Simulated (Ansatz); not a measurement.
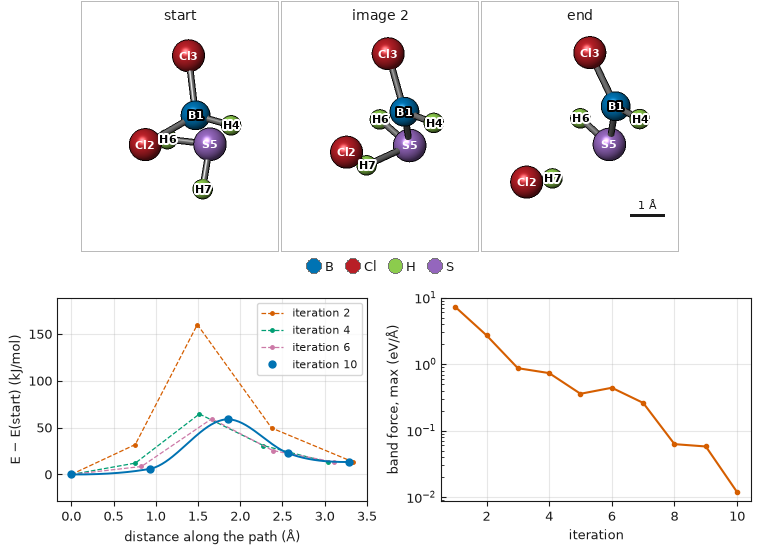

A search for the minimum-energy path of BH3SCl2 by the nudged elastic band. Images are numbered from 0 (start) to 4 (end). The plot follows the band through its iterations. A ball-and-stick model, seen from a free direction.

These are results of RKS PBE/def2-SVP (Ansatz), not measurements.

Input
```yaml
crystal:
  periodic: [false, false, false]
  atoms:
    - { symbol: B, position_ang: [0.127738, 0.045015, 0.204758] }
    - { symbol: Cl, position_ang: [0.123154, -0.885062, 1.763875] }
    - { symbol: Cl, position_ang: [1.488398, -0.31114, -0.944766] }
    - { symbol: H, position_ang: [-0.961626, 0.234529, -0.300196] }
    - { symbol: S, position_ang: [0.581947, 2.102637, 0.74481] }
    - { symbol: H, position_ang: [1.694523, 1.840247, 1.492108] }
    - { symbol: H, position_ang: [-0.201534, 2.225975, 1.85781] }
basis:
  gaussian: { orbitals: def2-SVP }
hamiltonian:
  xc: pbe
neb:
  order_check: false
  images: 3
  f_tol: 0.03
  max_iterations: 60
  climbing: true
  final_atoms:
    - { symbol: B, position_ang: [0.29875412, 0.69973804, -0.37154182] }
    - { symbol: Cl, position_ang: [-0.46950416, -0.50505343, 2.99819115] }
    - { symbol: Cl, position_ang: [1.62994894, -0.32847881, -0.86502606] }
    - { symbol: H, position_ang: [-0.83414432, 0.42355909, -0.68990633] }
    - { symbol: S, position_ang: [0.52228618, 2.20961519, 0.58703465] }
    - { symbol: H, position_ang: [1.87663728, 2.12774374, 0.74455515] }
    - { symbol: H, position_ang: [-0.17137805, 0.62507718, 2.41509225] }
  initial_path:
    images:
      - { positions_ang: [[0.127738, 0.045015, 0.204758], [0.123154, -0.885062, 1.763875], [1.488398, -0.31114, -0.944766], [-0.961626, 0.234529, -0.300196], [0.581947, 2.102637, 0.74481], [1.694523, 1.840247, 1.492108], [-0.201534, 2.225975, 1.85781]] }
      - { positions_ang: [[0.04206612, 0.03531182, 0.1022585], [0.05363544, -0.43860592, 1.98669438], [1.52099977, -0.17701156, -0.94784926], [-1.0209815, 0.15675839, -0.44103384], [0.55462403, 2.06172469, 0.72205877], [1.63925871, 1.87600902, 1.55164259], [0.06299742, 1.73801455, 1.84462786]] }
      - { positions_ang: [[-0.04360575, 0.02560864, -0.000241], [-0.01588312, 0.00785017, 2.20951376], [1.55360155, -0.04288311, -0.95093252], [-1.080337, 0.07898779, -0.58187167], [0.52730107, 2.02081239, 0.69930754], [1.58399442, 1.91177103, 1.61117718], [0.32752884, 1.2500541, 1.83144572]] }
      - { positions_ang: [[0.12757418, 0.36267334, -0.18589141], [-0.24269364, -0.24860163, 2.60385245], [1.59177524, -0.18568096, -0.90797929], [-0.95724066, 0.25127344, -0.635889], [0.52479362, 2.11521379, 0.6431711], [1.73031585, 2.01975739, 1.17786617], [0.0780754, 0.93756564, 2.12326899]] }
      - { positions_ang: [[0.29875412, 0.69973804, -0.37154182], [-0.46950416, -0.50505343, 2.99819115], [1.62994894, -0.32847881, -0.86502606], [-0.83414432, 0.42355909, -0.68990633], [0.52228618, 2.20961519, 0.58703465], [1.87663728, 2.12774374, 0.74455515], [-0.17137805, 0.62507718, 2.41509225]] }
```

Command:
```bash
ansatz run input.yaml --threads 2 --pin off --max-ram 3072MiB --backend cpu --events-out ev --progress --plain --runs-dir out
```

> Did the band converge, and can the barrier be trusted?

The run is converged, with reservations. The band converged in 10 iterations. The largest component of the band force went from 7.3 to 0.012 eV/Å. The climbing image converged on the top of the path. Its curvatures weren't checked. So few images resolve the path coarsely. The first iteration put the highest image at 397.5 kJ/mol. Forward barrier 58.9 kJ/mol, backward barrier 45.6 kJ/mol, with image 2 at the top; the reaction energy is +13.3 kJ/mol.
